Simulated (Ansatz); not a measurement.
**C4H5GaN2 (SMILES [CH3][Ga]([C]#N)[CH2]C#N): density, localisation and related maps**

The calculation's input:

```
basis:
  gaussian: {orbitals: def2-SVPD}
crystal:
  periodic: [false, false, false]
  atoms:
    - {symbol: C, position_ang: [-1.843470, 1.580161, -1.189477]}
    - {symbol: C, position_ang: [0.224141, -0.552527, -2.813967]}
    - {symbol: C, position_ang: [0.941929, 0.056695, 0.309670]}
    - {symbol: C, position_ang: [0.545447, 0.785438, 1.491013]}
    - {symbol: Ga, position_ang: [-0.292121, 0.420306, -1.204281]}
    - {symbol: "N", position_ang: [0.539889, -1.138839, -3.772252]}
    - {symbol: "N", position_ang: [0.169496, 1.400979, 2.406205]}
    - {symbol: H, position_ang: [-1.985239, 2.043803, -0.202861]}
    - {symbol: H, position_ang: [-1.728783, 2.370012, -1.949138]}
    - {symbol: H, position_ang: [-2.745033, 1.004573, -1.453931]}
    - {symbol: H, position_ang: [0.952123, -1.030522, 0.501609]}
    - {symbol: H, position_ang: [1.966194, 0.331002, 0.002061]}
hamiltonian: {xc: pbe0}
output: {forces: true, orbitals: {seedname: orbitals}}
```

Command:

```sh
ansatz run input.yaml --threads 2 --pin off --max-ram 5220MiB --events-out events.jsonl --progress --plain --runs-dir runs
```

Geometry: r2SCAN-D4/def2-SVP.

The calculation used Ansatz 0.2.0, isolated molecule in a Gaussian basis; Kohn-Sham density functional theory, functional PBE0.

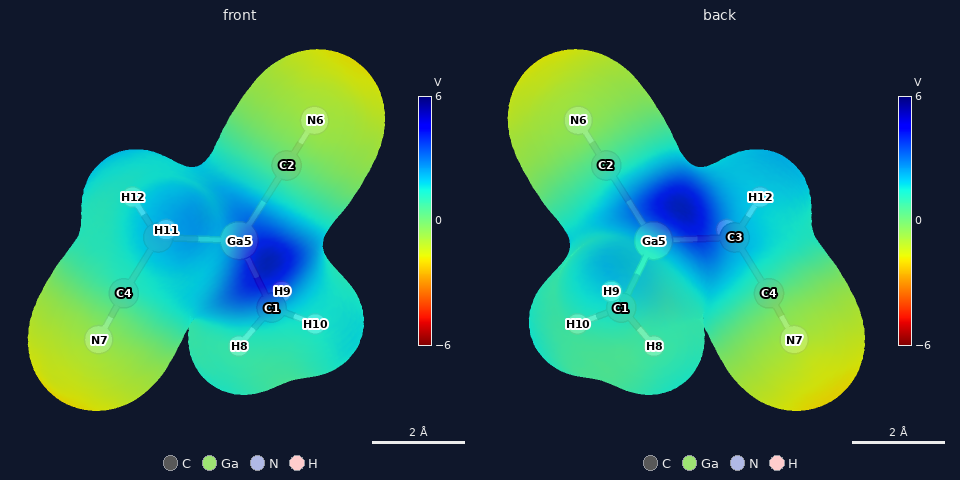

Figure 1. The electrostatic potential painted on the density surface at 0.004 e/bohr³, seen from the front and from behind; red is negative and blue positive.

Which sites attract a positive test charge, and which a negative one?

Answer. A positive charge is drawn to the negative regions and a negative charge to the positive ones. The most negative region (about −1.9 V, or −44 kcal/mol for a unit charge) lies over N7, the most positive (about +5.1 V, or +118 kcal/mol for a unit charge) over Ga5. N7 is the likeliest acceptor of a hydrogen bond.

How polar is the molecule by this calculation?

Answer. Its dipole moment is 0.77 D.

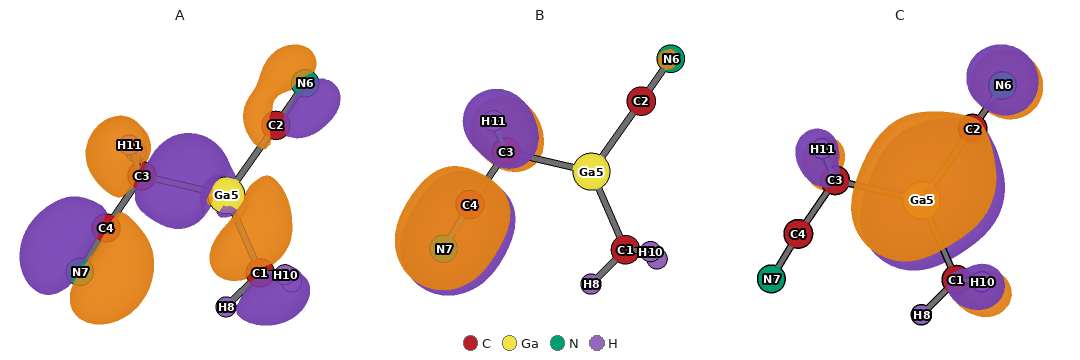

Figure 2. Three frontier orbitals at ±0.08 Å⁻³ᐟ² (orange and purple are the two phases), in no order.

Order the three orbitals by energy and name them.

Answer. B is the HOMO−1 (−9.62 eV). Its weight (Hirshfeld) is mainly on N7 (about 50 %), C4 (about 35 %) and C3 (about 5 %); π-bonding across N7–C4. A is the HOMO (−8.69 eV). It lies mainly on N7 (about 25 %), C3 (about 20 %), Ga5 (about 15 %), C4 (about 15 %) and C1 (about 10 %). C is the LUMO (−2.48 eV). By Hirshfeld shares it lies mainly on Ga5 (about 60 %), C2 (about 10 %) and N6 (about 10 %).

What is the HOMO–LUMO gap?

Answer. 6.21 eV between the orbital energies.

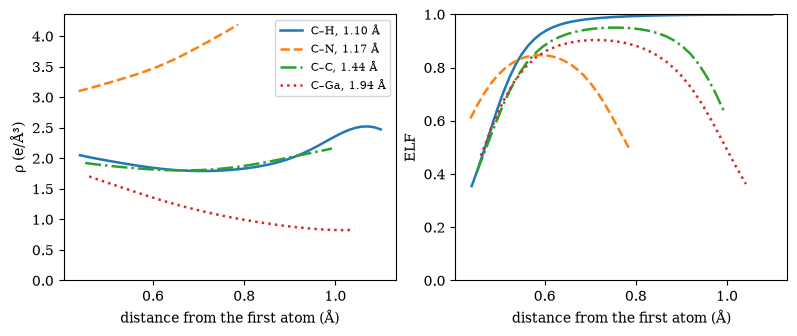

Figure 3. Total electron density and electron localisation function along straight lines between neighbouring atoms. The curves leave out the atomic cores.

Compare the contacts.

Answer. C–H (1.10 Å): ρ is about 1.9 e/Å³ halfway; the ELF climbs to about 1 towards the hydrogen, as it does in any bond to H: a covalent bond by its length.
C–N (1.17 Å): ρ at the midpoint is about 3.4 e/Å³; the ELF peaks at about 0.85 between the atoms; a short, multiple covalent bond.
C–C (1.44 Å): the density is about 1.8 e/Å³ at the midpoint; the ELF peaks at about 0.95 between the atoms (a covalent bond).
C–Ga (1.94 Å): the density is about 0.84 e/Å³ at the midpoint; the ELF peaks at about 0.90 in the valence shell of C, 0.7 Å from its nucleus, and is about 0.60 at the midpoint.
